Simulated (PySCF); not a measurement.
NMR shielding calculation of C₈H₈

The run: NMR shielding calculation of C₈H₈, SMILES C=C=C=CC#CCC. Method and program: GIAO PBE0/pcSseg-1 NMR shielding, non-relativistic, gas phase (PySCF 2.14.0).

The geometry comes from this level: GFN2-xTB, MD frame at 800 fs, 200 K. It belongs to a series of runs on one base structure; here: MD frame at 800 fs, 200 K. Figures and captions count atoms from 1; the log counts them from 0 in places.

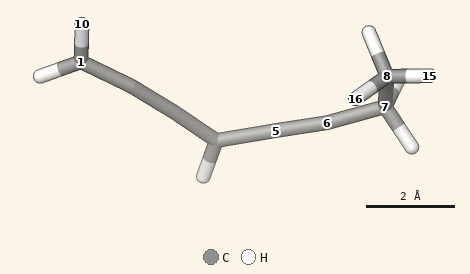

Fig. 1: The input geometry (stick view, seen at a tilt; atoms are numbered from 1 in the order of the input).

### Input
```
{"job": {"kind": "nmr", "xc": "PBE0", "basis": "pcSseg-1", "pop": false}, "charge": 0, "multiplicity": 1}
C      3.600300     0.895000     1.699800
C      2.481400     0.665800     1.031600
C      1.584600     0.347000     0.206900
C      0.709600     0.026300    -0.692900
C     -0.614700    -0.365100    -0.435600
C     -1.770100    -0.629900    -0.180600
C     -3.063600    -1.016600     0.248100
C     -3.349700    -0.440200     1.629700
H      4.545900     1.067100     1.219400
H      3.544000     0.857000     2.777300
H      1.019800     0.159900    -1.692700
H     -3.768900    -0.723400    -0.568600
H     -3.046700    -2.150200     0.212300
H     -2.751400    -1.051600     2.324700
H     -4.389200    -0.428400     1.864400
H     -2.915300     0.592000     1.678200
```

The first line tells a small driver script what to run in PySCF; the rest is the geometry in Å.

Command:
```bash
OMP_NUM_THREADS=1 python <driver script> task.json out
```

### Output
```
coarse grid: 13648 points
cycle   1  E = -308.9826992902  dE =  1.225e+00  |g| = 3.768e-01  |ddm| = 4.178e+00
cycle   2  E = -308.9931913744  dE = -1.049e-02  |g| = 3.325e-01  |ddm| = 1.066e+00
cycle   3  E = -309.0228400975  dE = -2.965e-02  |g| = 5.724e-02  |ddm| = 5.414e-01
cycle   4  E = -309.0233805099  dE = -5.404e-04  |g| = 3.344e-02  |ddm| = 7.262e-02
cycle   5  E = -309.0236429582  dE = -2.624e-04  |g| = 1.077e-02  |ddm| = 3.551e-02
cycle   6  E = -309.0236709586  dE = -2.800e-05  |g| = 4.627e-03  |ddm| = 1.257e-02
cycle   7  E = -309.0236766100  dE = -5.651e-06  |g| = 1.354e-03  |ddm| = 4.891e-03
final grid: 132640 points
cycle   8  E = -309.0744716909  dE = -2.777e-05  |g| = 6.976e-03  |ddm| = 7.445e-02
cycle   9  E = -309.0744663844  dE =  5.307e-06  |g| = 8.496e-03  |ddm| = 1.462e-02
cycle  10  E = -309.0744826315  dE = -1.625e-05  |g| = 2.767e-03  |ddm| = 7.889e-03
cycle  11  E = -309.0744845363  dE = -1.905e-06  |g| = 3.553e-04  |ddm| = 2.340e-03
cycle  12  E = -309.0744845675  dE = -3.125e-08  |g| = 1.274e-04  |ddm| = 4.817e-04
cycle  13  E = -309.0744845713  dE = -3.778e-09  |g| = 6.084e-05  |ddm| = 1.757e-04
cycle  14  E = -309.0744845723  dE = -1.012e-09  |g| = 1.175e-05  |ddm| = 5.850e-05
cycle  15  E = -309.0744845723  dE = -3.286e-11  |g| = 5.426e-06  |ddm| = 1.795e-05
```

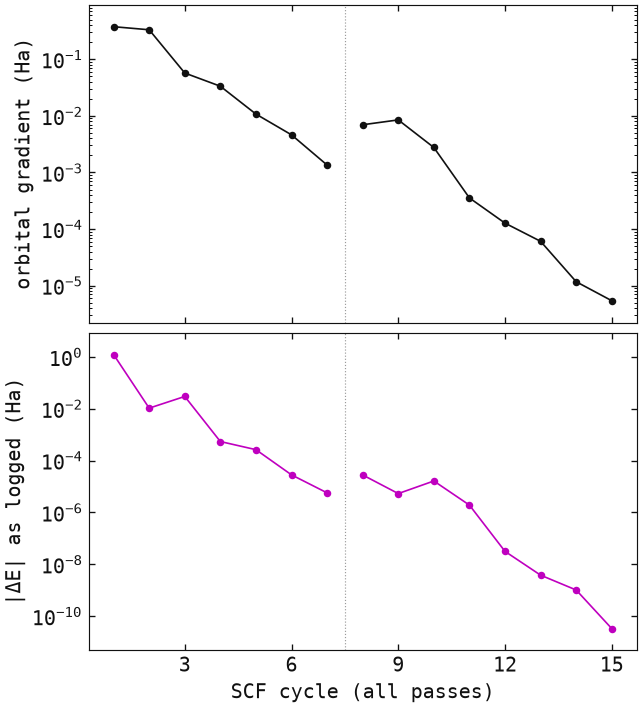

Fig. 2: Convergence of the self-consistent field: orbital gradient and size of the energy change against the SCF cycle. The dotted line marks the change from a coarse to the final integration grid. The first 7 cycles use a coarse grid, the final grid takes over at cycle 8, and the field converges after 15 cycles in all.

```
converged SCF energy = -309.0744845723

GIAO shielding tensors (ppm)
atom      isotropic    diamagn.    paramagn.     s11        s22        s33       span
  0 C       82.708     263.400    -180.692      8.898     68.166    171.061    162.163
  1 C        2.986     260.692    -257.706    -35.726     16.513     28.171     63.897
  2 C        0.584     255.739    -255.155    -28.913      6.099     24.567     53.481
  3 C       90.762     266.616    -175.854     27.747     77.497    167.040    139.293
  4 C      102.081     257.564    -155.483     16.127     30.660    259.455    243.328
  5 C       75.598     270.253    -194.656     -0.230     12.205    214.818    215.048
  6 C      169.171     255.403     -86.232    163.741    167.947    175.825     12.085
  7 C      168.376     251.385     -83.009    151.551    167.765    185.812     34.261
  8 H       25.856      29.653      -3.798     24.458     24.920     28.190      3.732
  9 H       26.281      30.996      -4.715     24.368     24.882     29.592      5.224
 10 H       26.431      31.312      -4.881     22.289     27.780     29.222      6.933
 11 H       28.636      29.076      -0.440     23.361     27.506     35.043     11.682
 12 H       28.034      29.573      -1.539     23.206     26.711     34.184     10.978
 13 H       29.569      30.483      -0.914     25.877     27.999     34.830      8.953
 14 H       30.689      28.068       2.621     26.167     27.890     38.011     11.844
 15 H       29.565      30.561      -0.995     25.479     29.005     34.211      8.732
```

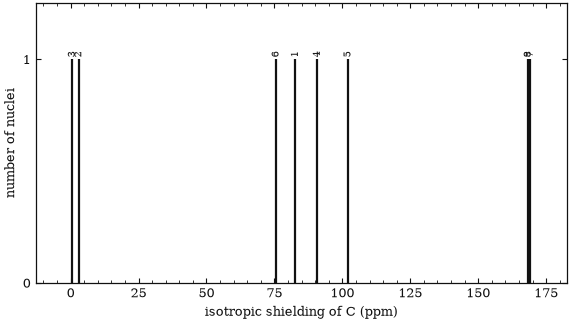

Fig. 3: Isotropic shieldings of the carbon nuclei in this fixed geometry, labelled by atom number; shielding grows to the right, so chemical shift grows to the left. The least shielded is C3 (0.6 ppm), the most shielded C7 (169.2 ppm).

### Results in brief

| quantity | value |
| --- | --- |
| outcome | converged |
| total energy | −309.074485 hartree |
| HOMO | −6.38 eV |
| LUMO | −1.87 eV |
| dipole moment | 0.85 D |
| isotropic shielding, C | 0.6 to 169.2 ppm |
| isotropic shielding, H | 25.9 to 30.7 ppm |
| hardware | 1 CPU thread, shared host |
| wall time | 31 s |
| peak memory | 0.8 GiB |
